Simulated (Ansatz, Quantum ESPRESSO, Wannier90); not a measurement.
# straight Ta chain, spacing 2.23 Å: Wannier functions and conductance, part 4 of 6

Wanted: localised orbitals and the quantum conductance of this wire: straight Ta chain, spacing 2.23 Å.

Quantum ESPRESSO 7.5 and Wannier90 3.1.0; plane-wave DFT, PBE, GBRV ultrasoft pseudopotentials; cross-check by Ansatz 0.2.0 with PAW datasets.

So far. Step 2 (Self-consistent run): The run needed 11 iterations to bring the estimated error under 1e-07 Ry. Step 6 (Localisation, bands and conductance, with dis_win_max − …): The outer window must hold at least num_wann states at every k: widen it, with enough bands computed to fill it.

## (9) Wannier functions and transport

Level of this step: maximally localised Wannier functions and ballistic conductance; plane-wave DFT, PBE, GBRV ultrasoft pseudopotentials (Wannier90).

After disentangling and localising, transport_mode = bulk builds principal layers from hoppings within dist_cutoff and counts open channels.

Contents of wan.win:

```
num_wann = 9
num_bands = 35
num_iter = 200
num_print_cycles = 20
conv_tol = 1e-8
conv_window = 5
guiding_centres = true
dis_num_iter = 1500
dis_conv_tol = 1e-8
dis_win_min = -12.1940
dis_win_max = 18.8060
dis_froz_max = 0.3060
search_shells = 120
fermi_energy = -1.1940

transport = true
transport_mode = bulk
one_dim_axis = z
dist_cutoff = 17.76
dist_cutoff_mode = one_dim
tran_win_min = -4.0
tran_win_max = 2.0
tran_energy_step = 0.02

bands_plot = true
bands_num_points = 96
begin kpoint_path
G 0.0 0.0 0.0 Z 0.0 0.0 0.5
end kpoint_path

begin projections
Ta:s;p;d
end projections

begin unit_cell_cart
ang
  8.0000000000 0.0000000000 0.0000000000
  0.0000000000 8.0000000000 0.0000000000
  0.0000000000 0.0000000000 2.2320000000
end unit_cell_cart

begin atoms_frac
  Ta 0.0000000000 0.0000000000 0.0000000000
end atoms_frac

mp_grid = 1 1 16
begin kpoints
  0.0 0.0 0.0000000000
  0.0 0.0 0.0625000000
  0.0 0.0 0.1250000000
  0.0 0.0 0.1875000000
  0.0 0.0 0.2500000000
  0.0 0.0 0.3125000000
  0.0 0.0 0.3750000000
  0.0 0.0 0.4375000000
  0.0 0.0 0.5000000000
  0.0 0.0 0.5625000000
  0.0 0.0 0.6250000000
  0.0 0.0 0.6875000000
  0.0 0.0 0.7500000000
  0.0 0.0 0.8125000000
  0.0 0.0 0.8750000000
  0.0 0.0 0.9375000000
end kpoints
```

The run is started by

```bash
$ OMP_NUM_THREADS=1 wannier90.x wan > wan.run.log
```

Output:

```text
[banner, memory and clock lines left out]
+---------------------------------------------------+
             |                                                   |
             |                   WANNIER90                       |
             |                                                   |
             +---------------------------------------------------+
             |                                                   |
             |        Welcome to the Maximally-Localized         |
             |        Generalized Wannier Functions code         |
             |                             |
             |                                                   |
             |                                                   |
             |  Wannier90 Developer Group:                       |
             |    Giovanni Pizzi    (EPFL)                       |
             |    Valerio Vitale    (Cambridge)                  |
             |    David Vanderbilt  (Rutgers University)         |
             |    Nicola Marzari    (EPFL)                       |
             |    Ivo Souza         (Universidad del Pais Vasco) |
             |    Arash A. Mostofi  (Imperial College London)    |
             |    Jonathan R. Yates (University of Oxford)       |
             |                                                   |
             |  For the full list of Wannier90 3.x authors,      |
             |  please check the code documentation and the      |
             |  README on the GitHub page of the code            |
             |                                                   |
             |                                                   |
             |                                                   |
             |  [ref] "Wannier90 as a community code:            |
             |        new features and applications",            |
             |        165902 (2020).                             |
             |            |
             |                                                   |
             |  in any publications arising from the use of      |
             |                                                   |
             |  [ref] "Maximally Localized Generalised Wannier   |
             |         Functions for Composite Energy Bands"     |
             |         N. Marzari and D. Vanderbilt              |
             |         Phys. Rev. B 56 12847 (1997)              |
             |                                                   |
             |  [ref] "Maximally Localized Wannier Functions     |
             |         for Entangled Energy Bands"               |
             |         I. Souza, N. Marzari and D. Vanderbilt    |
             |         Phys. Rev. B 65 035109 (2001)             |
             |                                                   |
             |                                                   |
             | Copyright (c) 1996-2020                           |
             |        The Wannier90 Developer Group and          |
             |        individual contributors                    |
             |                                                   |
             |      Release: 3.1.0        5th March    2020      |
             |                                                   |
             | This program is free software; you can            |
             | redistribute it and/or modify it under the terms  |
             | of the GNU General Public License as published by |
             | the Free Software Foundation; either version 2 of |
             | the License, or (at your option) any later version|
             |                                                   |
             | This program is distributed in the hope that it   |
             | will be useful, but WITHOUT ANY WARRANTY; without |
             | even the implied warranty of MERCHANTABILITY or   |
             | FITNESS FOR A PARTICULAR PURPOSE. See the GNU     |
             | General Public License for more details.          |
             |                                                   |
             | You should have received a copy of the GNU General|
             | Public License along with this program; if not,   |
             | write to the Free Software Foundation, Inc.,      |
             | 675 Mass Ave, Cambridge, MA 02139, USA.           |
             |                                                   |
             +---------------------------------------------------+
             +---------------------------------------------------+

 ******************************************************************************
 * -> Using CODATA 2006 constant values                                       *
 *    (                      *
 * -> Using Bohr value from CODATA                                            *
 ******************************************************************************

 Running in serial (with parallel executable)

                                    ------
                                    SYSTEM
                                    ------

                              Lattice Vectors (Ang)
                    a_1     8.000000   0.000000   0.000000
                    a_2     0.000000   8.000000   0.000000
                    a_3     0.000000   0.000000   2.232000

                   Unit Cell Volume:     142.84800  (Ang^3)

                        Reciprocal-Space Vectors (Ang^-1)
                    b_1     0.785398   0.000000   0.000000
                    b_2     0.000000   0.785398   0.000000
                    b_3     0.000000   0.000000   2.815047

 *----------------------------------------------------------------------------*
 |   Site       Fractional Coordinate          Cartesian Coordinate (Ang)     |
 +----------------------------------------------------------------------------+
 | Ta   1   0.00000   0.00000   0.00000   |    0.00000   0.00000   0.00000    |
 *----------------------------------------------------------------------------*
                                ------------
                                K-POINT GRID
                                ------------

             Grid size =  1 x  1 x 16      Total points =   16

 *---------------------------------- MAIN ------------------------------------*
 |  Number of Wannier Functions               :                 9             |
 |  Number of Objective Wannier Functions     :                 9             |
 |  Number of input Bloch states              :                35             |
 |  Output verbosity (1=low, 5=high)          :                 1             |
[...]
Sum of centres and spreads ( -3.155615, -0.079702,  3.349137 )    15.59484808

     40    -0.270E-01     0.4635724320       15.5948480788       4.10  <-- CONV
        O_D=      0.0288712 O_OD=      3.8888592 O_TOT=     15.5948481 <-- SPRD
 Delta: O_D=  0.1646817E-02 O_OD= -0.2865794E-01 O_TOT= -0.2701112E-01 <-- DLTA
 Cycle:     60
[...]
Sum of centres and spreads ( -3.380092,  0.123662,  3.347997 )    14.58100590

     60    -0.329E-01     0.5661850567       14.5810058956       4.12  <-- CONV
        O_D=      0.0130321 O_OD=      2.8908562 O_TOT=     14.5810059 <-- SPRD
 Delta: O_D=  0.3629579E-02 O_OD= -0.3651647E-01 O_TOT= -0.3288689E-01 <-- DLTA
 Cycle:     80
[...]
Sum of centres and spreads ( -3.447382,  0.175252,  3.347962 )    14.36005316

     80    -0.206E-02     0.1330075075       14.3600531613       4.14  <-- CONV
        O_D=      0.0068415 O_OD=      2.6760940 O_TOT=     14.3600532 <-- SPRD
 Delta: O_D=  0.1885866E-03 O_OD= -0.2244373E-02 O_TOT= -0.2055787E-02 <-- DLTA
 Cycle:    100
[...]
Sum of centres and spreads ( -3.465721,  0.184726,  3.347972 )    14.34386988

    100    -0.173E-03     0.0397468880       14.3438698838       4.16  <-- CONV
        O_D=      0.0060890 O_OD=      2.6606633 O_TOT=     14.3438699 <-- SPRD
 Delta: O_D=  0.1944229E-04 O_OD= -0.1921032E-03 O_TOT= -0.1726609E-03 <-- DLTA

 Writing checkpoint file wan.chk... done

 Cycle:    120
[...]
Sum of centres and spreads ( -3.470600,  0.187450,  3.347972 )    14.34166135

    120    -0.944E-04     0.0292037874       14.3416613477       4.18  <-- CONV
        O_D=      0.0058945 O_OD=      2.6586492 O_TOT=     14.3416613 <-- SPRD
 Delta: O_D=  0.2750206E-05 O_OD= -0.9713485E-04 O_TOT= -0.9438464E-04 <-- DLTA
 Cycle:    140
[...]
Sum of centres and spreads ( -3.471716,  0.188871,  3.347966 )    14.34037817

    140    -0.455E-04     0.0199733601       14.3403781650       4.20  <-- CONV
        O_D=      0.0057615 O_OD=      2.6574991 O_TOT=     14.3403782 <-- SPRD
 Delta: O_D=  0.4279311E-05 O_OD= -0.4973388E-04 O_TOT= -0.4545457E-04 <-- DLTA
 Cycle:    160
[...]
Sum of centres and spreads ( -3.472320,  0.190337,  3.347967 )    14.33936526

    160    -0.376E-04     0.0182511087       14.3393652554       4.22  <-- CONV
        O_D=      0.0056687 O_OD=      2.6565789 O_TOT=     14.3393653 <-- SPRD
 Delta: O_D= -0.5727165E-06 O_OD= -0.3706903E-04 O_TOT= -0.3764174E-04 <-- DLTA
 Cycle:    180
[...]
Sum of centres and spreads ( -3.472375,  0.191710,  3.347973 )    14.33860851

    180    -0.410E-04     0.0191303692       14.3386085104       4.24  <-- CONV
        O_D=      0.0056043 O_OD=      2.6558866 O_TOT=     14.3386085 <-- SPRD
 Delta: O_D=  0.2981296E-05 O_OD= -0.4399448E-04 O_TOT= -0.4101318E-04 <-- DLTA
 Cycle:    200
[...]
Sum of centres and spreads ( -3.472014,  0.192712,  3.347965 )    14.33799612

    200    -0.229E-04     0.0141298469       14.3379961240       4.26  <-- CONV
        O_D=      0.0055440 O_OD=      2.6553345 O_TOT=     14.3379961 <-- SPRD
 Delta: O_D=  0.3252703E-05 O_OD= -0.2615392E-04 O_TOT= -0.2290121E-04 <-- DLTA

 Writing checkpoint file wan.chk... done

 Final State
[...]
WF centre and spread    2  ( -3.629867,  0.200028,  4.463969 )     2.13005898
  WF centre and spread    3  (  1.153499,  0.013294,  0.000071 )     1.60702891
  WF centre and spread    4  ( -0.033714, -1.137886,  0.000001 )     1.57622308
  WF centre and spread    5  ( -0.964464,  0.080344, -0.000070 )     1.56840040
  WF centre and spread    6  (  0.013730, -0.000212,  0.000102 )     1.25140168
  WF centre and spread    7  ( -0.000031, -0.000699,  0.000002 )     1.25554281
  WF centre and spread    8  (  0.025580,  1.123517,  0.000001 )     1.57390882
  WF centre and spread    9  ( -0.002583, -0.086251, -0.000110 )     1.47171261
  Sum of centres and spreads ( -3.472014,  0.192712,  3.347965 )    14.33799612

         Spreads (Ang^2)       Omega I      =    11.677117629
        ================       Omega D      =     0.005543969
                               Omega OD     =     2.655334526
    Final Spread (Ang^2)       Omega Total  =    14.337996124
 Time for wannierise            0.196 (sec)

 Writing checkpoint file wan.chk... done

 *---------------------------------------------------------------------------*
 |                               PLOTTING                                    |
 *---------------------------------------------------------------------------*

 Translated centres
    translation centre in fractional coordinate:  0.000000  0.000000  0.000000
  WF centre     1  ( -0.034165,  0.000577,  1.116000 )
  WF centre     2  ( -3.629867,  0.200028, -0.000031 )
  WF centre     3  (  1.153499,  0.013294,  0.000071 )
  WF centre     4  ( -0.033714, -1.137886,  0.000001 )
  WF centre     5  ( -0.964464,  0.080344, -0.000070 )
  WF centre     6  (  0.013730, -0.000212,  0.000102 )
  WF centre     7  ( -0.000031, -0.000699,  0.000002 )
  WF centre     8  (  0.025580,  1.123517,  0.000001 )
  WF centre     9  ( -0.002583, -0.086251, -0.000110 )

 Calculating interpolated band-structure

 Time to calculate interpolated band structure       0.009 (sec)

 Time for plotting              0.013 (sec)

 *---------------------------------------------------------------------------*
 |                              TRANSPORT                                    |
 *---------------------------------------------------------------------------*

 Calculation of Quantum Conductance and DoS: bulk mode

 Maximum imaginary part of the real-space Hamiltonian:     0.054812

     Maximum real part of the real-space Hamiltonian at each lattice point
            Lattice point R           Max |H_ij(R)|
                  -9                     0.000000
                  -8                     0.002756
                  -7                     0.004726
                  -6                     0.012840
                  -5                     0.019038
                  -4                     0.034102
                  -3                     0.138122
                  -2                     0.357465
                  -1                     2.812032
                   0                     6.844825
                   1                     2.812032
                   2                     0.357465
                   3                     0.138122
                   4                     0.034102
                   5                     0.019038
                   6                     0.012840
                   7                     0.004726
                   8                     0.002756
                   9                     0.000000

 Number of unit cells inside the principal layer:     8
 Number of Wannier Functions inside the principal layer:    72

 Calculating quantum conductance and density of states... done

 Time for transport             6.755 (sec)
 Total Execution Time          11.118 (sec)

 *===========================================================================*
 |                             TIMING INFORMATION                            |
 *===========================================================================*
 |    Tag                                                Ncalls      Time (s)|
 |---------------------------------------------------------------------------|
 |kmesh: get                                        :         1         0.014|
 |overlap: allocate                                 :         1         0.000|
 |overlap: read                                     :         1         0.066|
 |dis: main                                         :         1         4.069|
 |wann: main                                        :         1         0.196|
 |plot: main                                        :         1         0.013|
 |tran: main                                        :         1         6.755|
 *---------------------------------------------------------------------------*

 All done: wannier90 exiting
[key lines of the parts left out:]
|  Fermi energy (eV)                         :            -1.194             |
```

The job ended after 12 s (1 MPI rank of Arm Neoverse V2, shared host; peak memory 0.09 GiB).

Read from the output:

```
lead channels at the Fermi level, one spin                                        : 6.000
total spread                                                                      : 14.34 Å²
gauge-invariant spread                                                            : 11.68 Å²
largest misfit to plane-wave levels between mesh points, inside the frozen window : 0.02653 eV
```

Per spin. Table of quantum conductance of the perfect wire, open channels by energy, zero at the Fermi level:

```csv
energy (eV),"quantum conductance of the perfect wire, open channels"
-4.000,1
-3.500,1
-3.000,1.00
-2.500,3
-2.000,4
-1.500,4
-1.020,4
-0.500,4
0.000,6
0.500,6
1.000,6
1.500,6
2.000,6
```

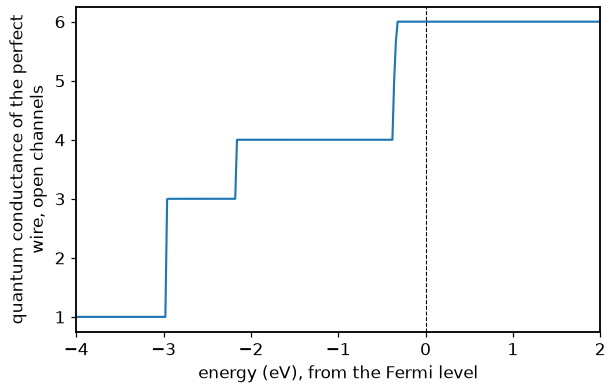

Quantum conductance of the perfect wire, open channels against energy.

Wannier functions:

```csv
no.,x (Å),y (Å),z (Å),spread (Å²)
1,-0.03417,5.77e-4,-1.116,1.904
2,-3.63,0.2,4.464,2.13
3,1.153,0.01329,7.10e-5,1.607
4,-0.03371,-1.138,1.00e-6,1.576
5,-0.9645,0.08034,-7.00e-5,1.568
6,0.01373,-2.12e-4,1.02e-4,1.251
7,-3.10e-5,-6.99e-4,2.00e-6,1.256
8,0.02558,1.124,1.00e-6,1.574
9,-0.002583,-0.08625,-1.10e-4,1.472
```

The electronic bands at the labelled points (eV, zero at the Fermi level; # counts the bands kept):

```csv
point,#1,#2,#3,#4,#5,#6
Γ,-4.22,-2.17,-0.37,-0.34,2.13,2.24
Z,-2.98,-2.98,2.91,2.91,3.15,6.58
```

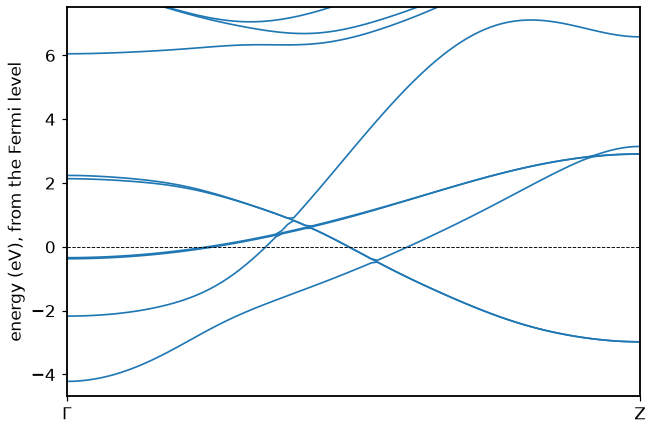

Electronic bands along the path.

Bands and channels are those of the Wannier model: bands that were not projected, and all outside the frozen window, are missing or only approximate.

Disentanglement stopped at its cap on iterations, so these spreads are not final.

At least 1 of the functions sits far from every atom, off the bonds: the outer window has let in states of the vacuum, so the basis is not the atomic one that was projected.

## (10) Neighbour list from wannier90 -pp, with dis_num_iter = 10

How much does a setting matter? One run is repeated with a change.

wan_w.win, as its differences from the input of step 9:

```diff
@@ -7,3 +7,3 @@
 guiding_centres = true
-dis_num_iter = 1500
+dis_num_iter = 10
 dis_conv_tol = 1e-8
```

The run is started by

```bash
$ OMP_NUM_THREADS=1 wannier90.x -pp wan_w > wan_w.pp.log
```

Elapsed: 0.46 s, on 1 MPI rank; peak memory 0.09 GiB.

## (11) Overlaps and projections

The same post-processing, on the changed run.

Contents of wan_w.p2w.in:

```
&inputpp
  prefix = 'nscf'
  outdir = './out'
  seedname = 'wan_w'
  write_mmn = .true.
  write_amn = .true.
  write_unk = .false.
/
```

The run is started by

```bash
$ OMP_NUM_THREADS=1 mpirun -n 4 pw2wannier90.x -in wan_w.p2w.in > wan_w.p2w.out
```

Wall time 2.6 s (4 MPI ranks); peak memory 0.18 GiB; 10 s of CPU time.

[end of part 4 of 6]

[Logs are printed without paths, hosts, clocks, repeated set-up lines and the standing remarks that a program may print on its own settings, such as how far it seeks lower states.]

[Hosts, paths, dates, database ids (printed as entryN), source tags and the programs' standing remarks are cut or masked in the printed files.]

[Maps of the electrostatic potential energy from Ansatz leave out the sawtooth potential of an applied field or a dipole correction, so their vacuum need not be flat; planar profiles and work functions include it.]
